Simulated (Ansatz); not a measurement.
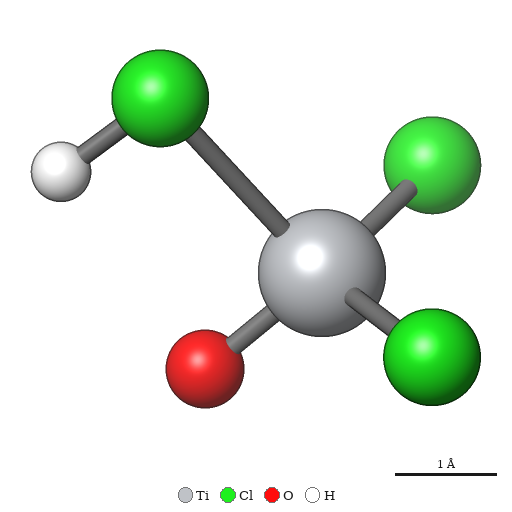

A ball-and-stick model of a molecule.

Charge 0, singlet.

What is the molecular formula?

Cl3HOTi, 6 atoms: 3 chlorine, 1 hydrogen, 1 oxygen and 1 titanium.

How many atoms are distinct by symmetry?

5: 1 Ti, 1 Cl, 1 O, 1 H, 2 Cl.

How many bonds of each kind are drawn?

3 Cl–Ti, 1 O–Ti, 1 Cl–H. Sticks follow a distance rule.

Give the symmetry (Schoenflies symbol).

Cs.

More results for the same structure follow; atom numbers are the same in all pictures, views and colours differ. The geometry was computed by an optimisation with PBE0-D4/def2-TZVP.

Geometry

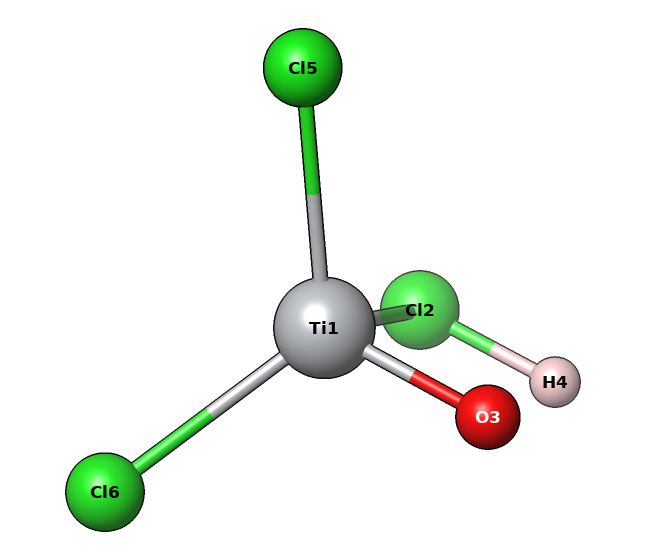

Cl2 lies behind Ti1. The molecule seen a little off the Ti1–Cl2 bond, Ti1 in front. Depth is shown by fading: the farther an atom, the more it takes the colour of the background.

What is the torsion angle Cl5–Ti1–Cl2–H4? The sign is positive where the front bond must turn clockwise to cover the back bond.

116°, anticlinal.

Dipole moment

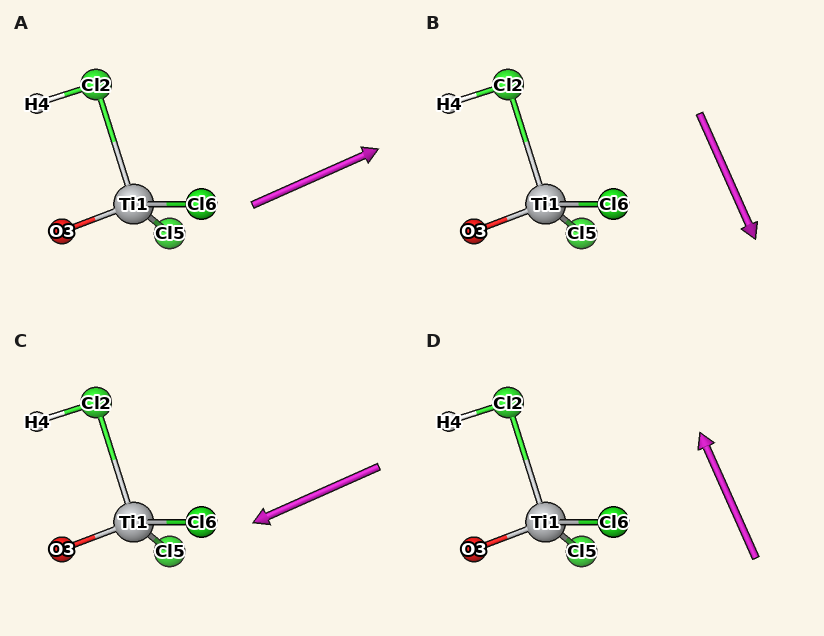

The same molecule four times, each with an arrow. Method: RKS PBE0-D4/def2-TZVP (Ansatz 0.2.0).

Which arrow points along the dipole moment, from the negative to the positive end?

D. The dipole moment is 4.73 D; it points from the side of Cl5, Cl6 to the side of Cl2, H4 (the outermost atoms at the two ends).

Vibrations

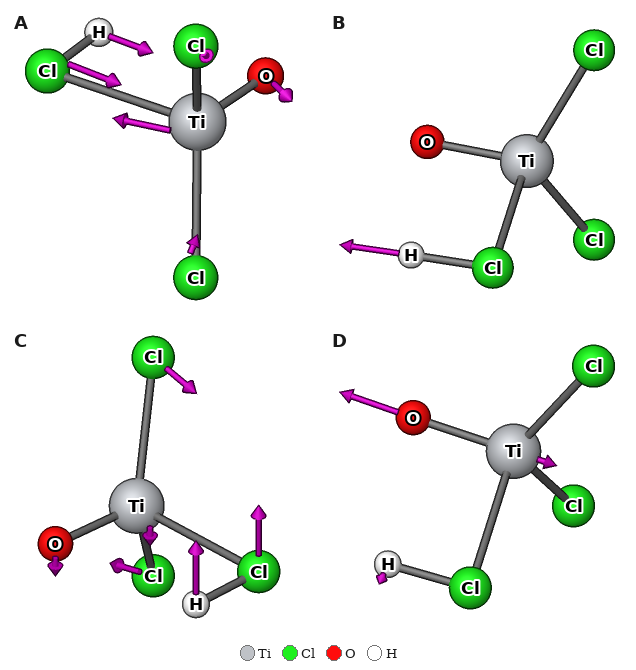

4 normal modes of one molecule or complex, as arrows. Harmonic vibrations computed with RKS PBE0-D4/def2-TZVP (Ansatz 0.2.0) at a stationary point of the same level.

Match the panels to the wavenumbers 65 cm⁻¹, 239 cm⁻¹, 1091 cm⁻¹, 2909 cm⁻¹.

A: 239 cm⁻¹
B: 2909 cm⁻¹, Cl–H stretching
C: 65 cm⁻¹, Cl–Ti–Cl bending
D: 1091 cm⁻¹, Ti–O stretching

Electronic properties

Method: RKS PBE0-D4/def2-TZVPP (Ansatz 0.2.0).

Estimate the HOMO energy (Kohn–Sham orbital).

−8.81 eV.

Give the HOMO–LUMO gap at this level.

5.96 eV.
